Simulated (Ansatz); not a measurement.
CH$_{7}$BFN: several calculations on one system

**1. Relaxation**

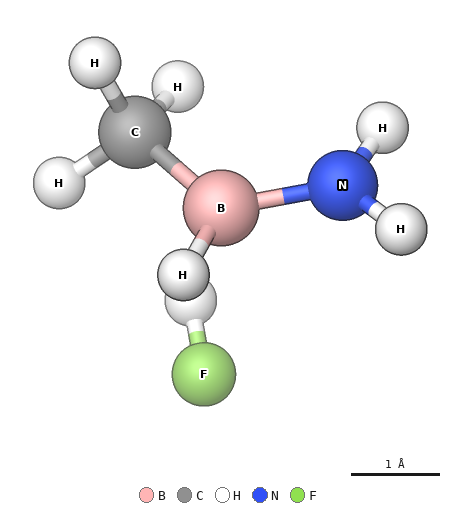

This is the input geometry for a relaxation of CH7BFN. The picture is a ball-and-stick view, seen at a tilt.

The run prepares an end point of a later path (reaction) calculation, from a guessed geometry.

Level of theory: Ansatz, RKS PBE/6-31G*.

Input file:
```yaml
crystal:
  periodic: [false, false, false]
  atoms:
    - { symbol: B, position_ang: [-0.09249, 0.113837, 0.199546] }
    - { symbol: C, position_ang: [-0.107856, 0.179704, 1.795492] }
    - { symbol: H, position_ang: [-1.082087, -0.059549, 2.26462] }
    - { symbol: H, position_ang: [0.674645, -0.440408, 2.270258] }
    - { symbol: H, position_ang: [0.136714, 1.217482, 2.094591] }
    - { symbol: H, position_ang: [0.942627, 0.164057, -0.42069] }
    - { symbol: "N", position_ang: [-1.286692, 0.206507, -0.534299] }
    - { symbol: H, position_ang: [-2.210004, 0.213627, -0.102184] }
    - { symbol: H, position_ang: [-1.331824, 0.195995, -1.550909] }
    - { symbol: F, position_ang: [0.260804, -2.38336, 0.367995] }
    - { symbol: H, position_ang: [-0.174736, -2.025294, 1.11568] }
basis:
  gaussian: { orbitals: "6-31G*" }
hamiltonian:
  xc: pbe
relax:
  f_tol: 0.03
  max_steps: 50
```

Command:
```bash
ansatz run input.yaml --threads 1 --pin off --max-ram 2048MiB --backend cpu --events-out ev --progress --plain --runs-dir out
```

Where does the relaxation end?

Answer. After 15 accepted moves (18 points after the start) the energy has fallen by 0.238 eV. Largest force component: 0.4 eV/Å at the start, 0.025 eV/Å at the end. The line search rejected the trial steps at points 3, 6, 16 of the run. The largest move after the best rigid fit is that of H11, 1.20 Å. By element the largest moves are H 1.20 Å, N 0.39 Å, F 0.29 Å, C 0.24 Å, B 0.19 Å. Among the contacts that change: B1–C2 1.597 → 1.570 Å, F10–H11 0.936 → 0.961 Å, B1–N7 1.405 → 1.425 Å. Bond angles that change, for instance: B1–C2–H4 113.5° → 110.1°.

Final geometry:

```xyz
11

B    -0.0203    0.1934    0.3570
C    -0.0694    0.3901    1.9143
H    -1.0663    0.2463    2.3689
H     0.6332   -0.3063    2.4067
H     0.2803    1.4071    2.1756
H     0.9915    0.3267   -0.2865
N    -1.1890   -0.1454   -0.3847
H    -2.1192   -0.1536    0.0381
H    -1.2143   -0.1363   -1.4039
F     0.0327   -2.5665    0.3352
H    -0.5301   -1.8731   -0.0206
```

The end point in the same view:

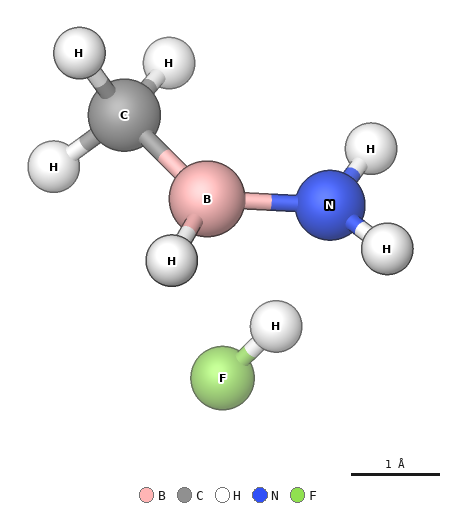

**2. Relaxation**

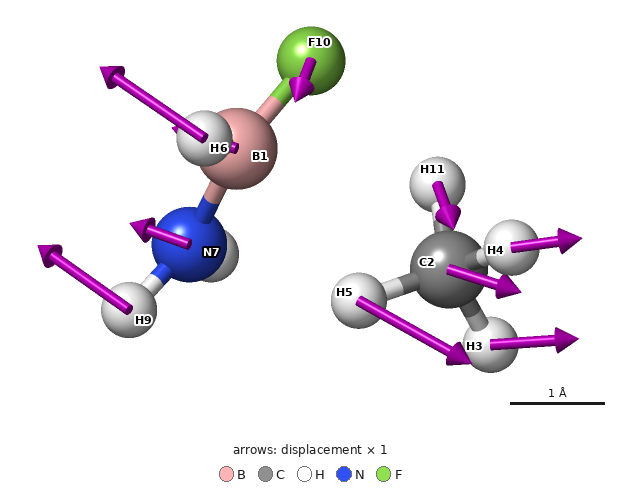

A relaxation of CH7BFN. The starting structure is drawn; purple arrows show the displacements, at their true length. The two geometries are superimposed by the best rigid fit.

Style: ball-and-stick. Shown at a tilt.

The run prepares an end point of a later path (reaction) calculation, from a guessed geometry.

These are results of RKS PBE/6-31G* in Ansatz 0.2.0, not measurements. Set-up: no spin polarisation; force threshold 0.03 eV/Å; at most 50 steps.

> Which element moves most?

Hydrogen: up to 1.56 Å, against 0.88 Å for carbon.

> Describe the change and its energy.

After 26 accepted moves (30 points after the start) the energy has fallen by 20.6 kJ/mol. Largest force component: 0.67 eV/Å at the start, 0.0058 eV/Å at the end. The line search rejected the trial steps at points 4, 9, 16, 25 of the run. The forces were under the threshold at step 6, but the run went on from there. The largest move after the best rigid fit is that of an H atom, 1.56 Å. By element the largest moves are H 1.56 Å, C 0.88 Å, B 0.78 Å, N 0.75 Å, F 0.59 Å. Among the contacts that change: B–F 1.342 → 1.354 Å. Cost: 78 s on 1 thread of Arm Neoverse V1, on a shared host, peak memory 0.15 GiB.

**3. Path**

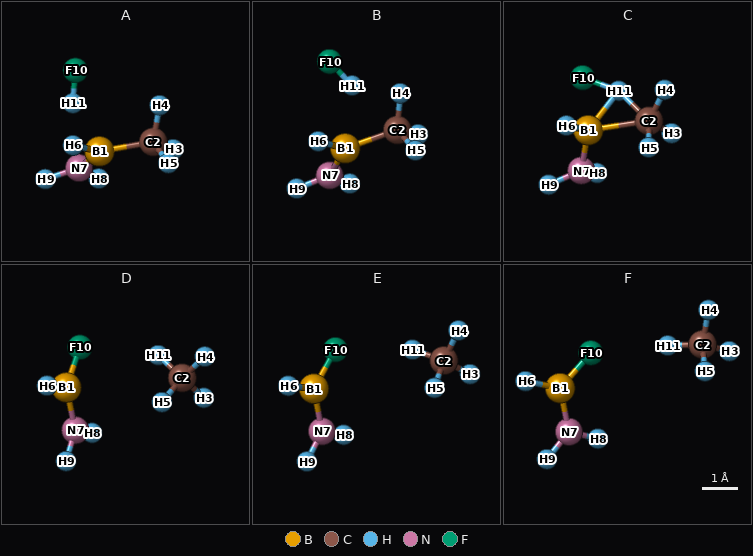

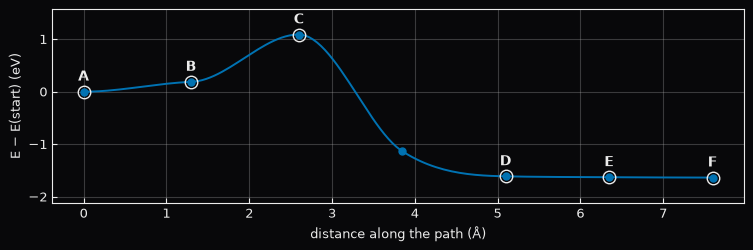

A nudged-elastic-band calculation for CH$_{7}$BFN. Images are numbered from 0 (start) to 6 (end). Frames A to F are images 0, 1, 2, 4, 5, 6. Style: ball-and-stick. Shown at a tilt.

These are results of RKS PBE/6-31G* (Ansatz 0.2.0), not measurements. Set-up: 5 movable images; climbing image; force threshold 0.05 eV/Å; iteration limit 60; starting path through a guess of the saddle point.

### Read off the barrier and say what moves.

Breaking: B1–C2 (1.57 → 1.78 at the top → 4.46 Å), F10–H11 (0.96 → 1.19 at the top → 2.43 Å). Forming: B1–F10 (2.76 → 1.73 at the top → 1.35 Å), C2–H11 (3.01 → 1.37 at the top → 1.10 Å). The energy climbs by 1.09 eV to image 2 and then falls by 2.72 eV, so the end point sits at −1.64 eV. The band converged in 18 iterations. The largest component of the band force went from 23 to 0.018 eV/Å. The climbing image converged on the top of the path. Its vibrational analysis gives one imaginary mode (939i cm⁻¹), as a transition state must have.
